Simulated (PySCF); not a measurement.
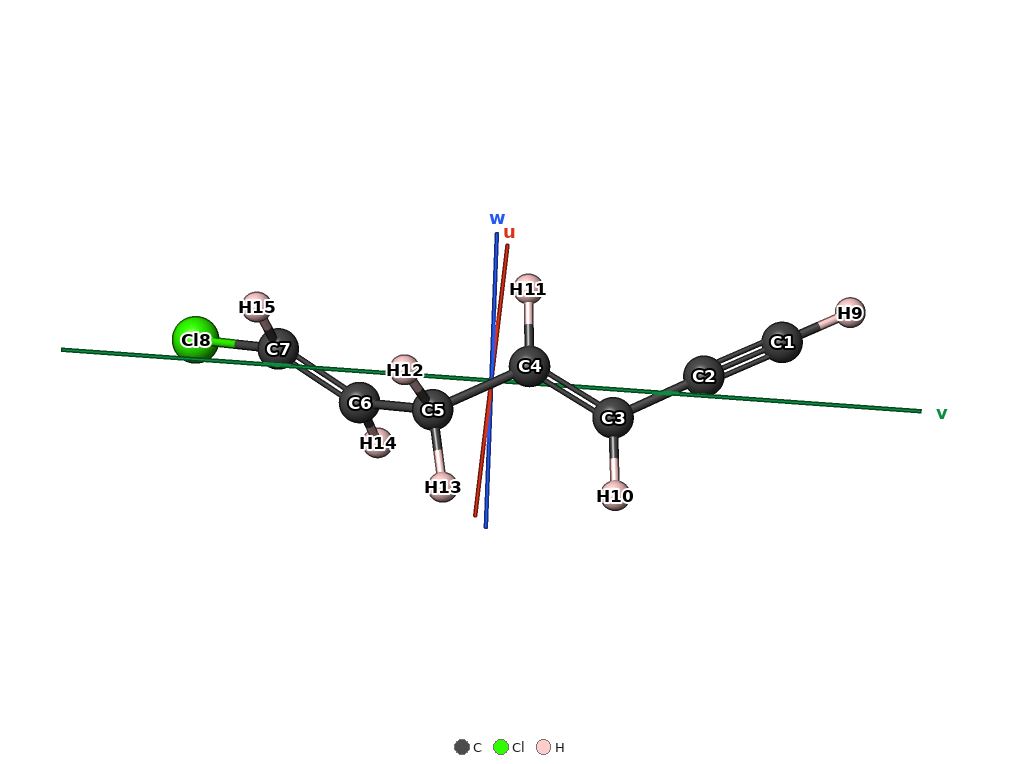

The lines u, v and w are the principal axes of the static dipole polarisability. The geometry was computed by an optimisation with GFN2-xTB. No frequency run is at hand to confirm it as a minimum. Method: PBE0/def2-SVPD (PySCF 2.14.0).

Question: Along which axis is the molecule most polarisable, and along which least?

Answer: Most along v (close to the long direction C1···Cl8), least along w.

Question: Give the three principal values.

Answer: u 80.6, v 164.3, w 71.6 bohr³; mean 105.5, anisotropy 88.6 bohr³.
